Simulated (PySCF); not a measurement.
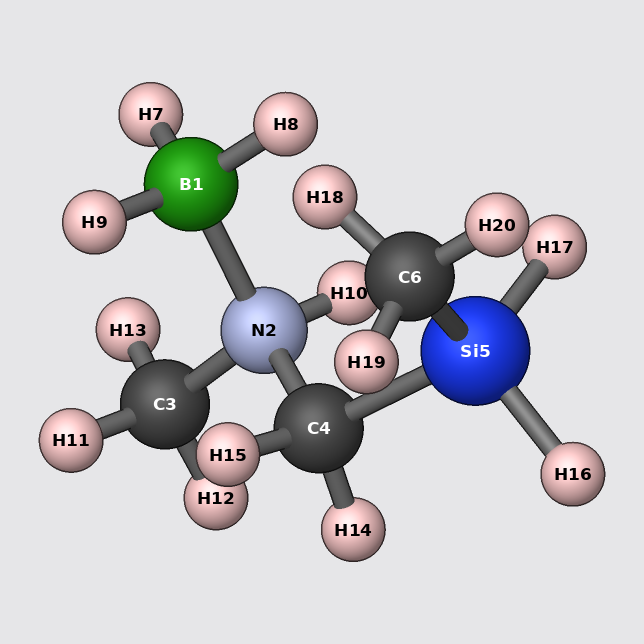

Computed geometry: GFN2-xTB optimisation. No frequency run is at hand to confirm it as a minimum. Method: GIAO PBE0/pcSseg-1 NMR shielding, non-relativistic, gas phase (PySCF 2.14.0). Principal shieldings σ11 ≤ σ22 ≤ σ33, span Ω = σ33 − σ11, skew κ = 3(σiso − σ22)/Ω.

Give the shielding tensors of the Si atoms.

| atom | σ11 | σ22 | σ33 | σiso | Ω | κ |
| --- | --- | --- | --- | --- | --- | --- |
| Si5 | 351.3 | 392.5 | 429.9 | 391.2 | 78.7 | −0.05 |

Shieldings and span in ppm.

The geometry is semi-empirical. Around B, Si such bond lengths and angles can be off by a tenth of an ångström or more and by several degrees, and values that hang on the shape move with them.
